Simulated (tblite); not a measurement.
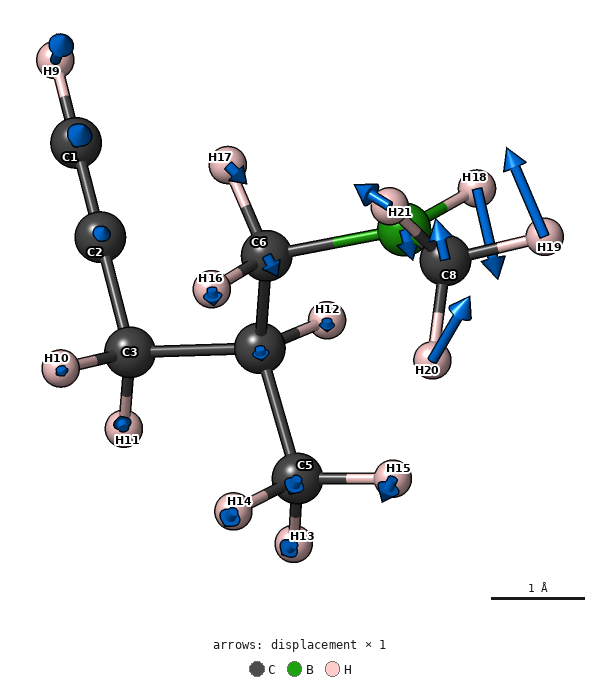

A relaxation of C7H13B. The starting structure is drawn; blue arrows show the displacements, at their true length. The two geometries are superimposed by the best rigid fit.

A ball-and-stick model, seen from a free direction.

Computed with GFN2-xTB geometry optimisation, gas phase (tblite). 

Question: Describe the change and its energy.

Answer: The atom that moves furthest after the best rigid fit is an H atom (1.06 Å). By element the largest moves are H 1.06 Å, C 0.48 Å, B 0.36 Å. Near-neighbour distances that change, for instance: C–H 1.125 → 1.095 Å, B–C 1.594 → 1.573 Å, C–C 1.213 → 1.197 Å, C–C 1.541 → 1.526 Å. Bond angles that change, for instance: B–C–H 110.0° → 114.3°, C–C–B 113.0° → 116.7°, H–C–H 109.0° → 105.6°. Groups turn about B–C by about 45°, B–C by about 35°. The energy falls by 20.3 kJ/mol in 143 geometry steps. Cost: 1.6 s on 1 thread of Arm Neoverse N1, on a shared host.
